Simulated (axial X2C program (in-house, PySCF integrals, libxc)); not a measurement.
## Run report: AlN, relativistic diatomic calculation

System: AlN, single determinant with M_S = 1 and |Λ| = 1.
Method: BHandHLYP, spin-free X2C-1e, Al dyall-v3z, N dyall-v3z (cores contracted) (axial X2C program (in-house, PySCF integrals, libxc)).

## Output
```
spin-free X2C-1e  BHandHLYP
basis functions 90  fitting functions 557  grid points 4356
iter        total energy     max residual
   1       -297.516766316     2.13e-02
   2       -297.518383417     5.43e-03
   3       -297.518555609     8.40e-03
   4       -297.518939151     1.46e-03
   5       -297.519040547     8.53e-04
   6       -297.519104342     2.34e-04
   7       -297.519108970     1.39e-04
   8       -297.519109303     4.00e-05
   9       -297.519109328     2.32e-05
  10       -297.519109344     1.04e-05
  11       -297.519109345     8.41e-07
converged
one-electron -465.19811395  Coulomb 166.39966538  exact exchange -12.36258060  xc functional -13.12579902  nuclear repulsion 26.76771884
```

## The points of the curve

```csv
R (Å),E (hartree),"dipole (D; origin at the first atom, positive when the second is positive)",highest filled (eV),lowest empty (eV)
1.565,−297.489479,−2.22,−7.88,−2.68
1.637,−297.506596,−2.28,−7.94,−2.54
1.691,−297.513971,−2.35,−7.92,−2.44
1.745,−297.517860,−2.44,−7.74,−2.35
1.799,−297.519109,−2.55,−7.56,−2.27
1.862,−297.518075,−2.71,−7.35,−2.18
1.925,−297.515113,−2.90,−7.13,−2.10
2.006,−297.509395,−3.17,−6.85,−2.00
2.105,−297.500697,−3.52,−6.51,−1.92
2.249,−297.486736,−3.98,−6.02,−1.87
```

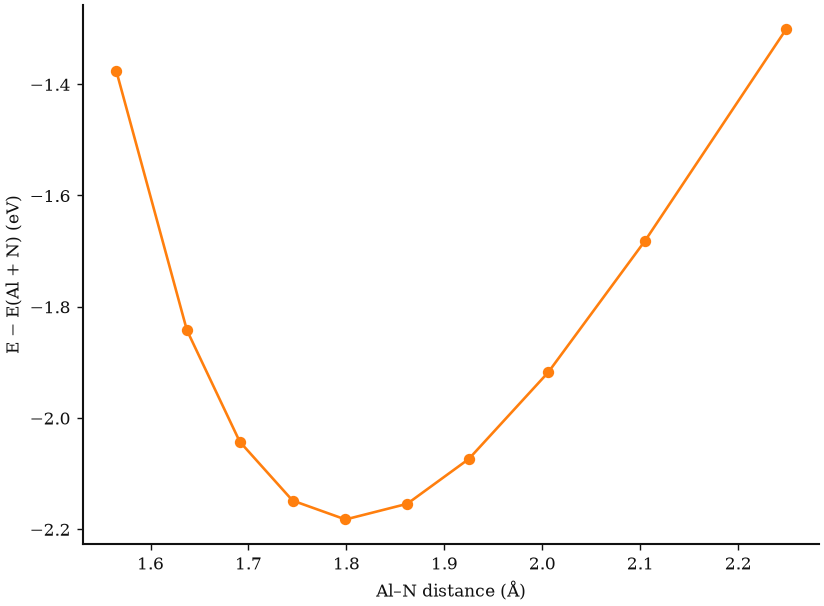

Energy at 10 bond lengths, for one set of occupations held fixed; the line joins the points. A polynomial of degree 6 through 9 points gives rₑ = 1.803 Å, ωₑ = 731.6 cm⁻¹, ωₑxₑ = 5.3 cm⁻¹ and Bₑ = 0.5624 cm⁻¹. The minimum lies 2.18 eV below Al + N, each computed as one determinant at the same level.

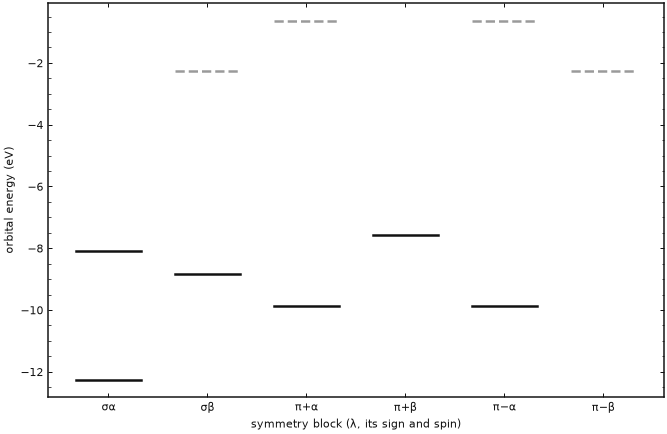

Orbital energies near the frontier at 1.80 Å, filled (solid) and empty (dashed); a label such as π−α means λ = −1 and α spin. The highest filled orbital (π+β; 75 % N p, 18 % Al p) lies at −7.56 eV, the lowest empty one (π−β; 52 % Al p, 45 % N p) at −2.27 eV.

## The input
```
{"zs": [13, 7], "q": 0, "bas": ["dyall-v3z", "dyall-v3z"], "levels": ["PBE0", "HF", "BHandHLYP", "B3LYP"], "cc": false, "r0": 1.73, "npts": 10, "nst": 2, "ntry": 6}
```

The line is the task of a batch: nuclear charges, charge, bases, the levels to run, a first guess of the distance and further settings. This report covers BHandHLYP without spin-orbit coupling. The log is that of the reference distance 1.799 Å.

The run was one of a batch that the task file lists, launched with:
```bash
python <driver script> task.json out
```

## Summary

| quantity | value |
| --- | --- |
| outcome | converged |
| bond length rₑ | 1.803 Å |
| ωₑ | 731.6 cm⁻¹ |
| energy at the minimum | −297.51912 hartree |
| depth below the fragments | 2.18 eV |
| largest ⟨S²⟩ along the curve | 2.14 |
| hardware | 1 thread of Arm Neoverse N1, 54 GiB of memory available, shared host |
| wall time | 3 s |
| peak memory | 0.23 GiB |
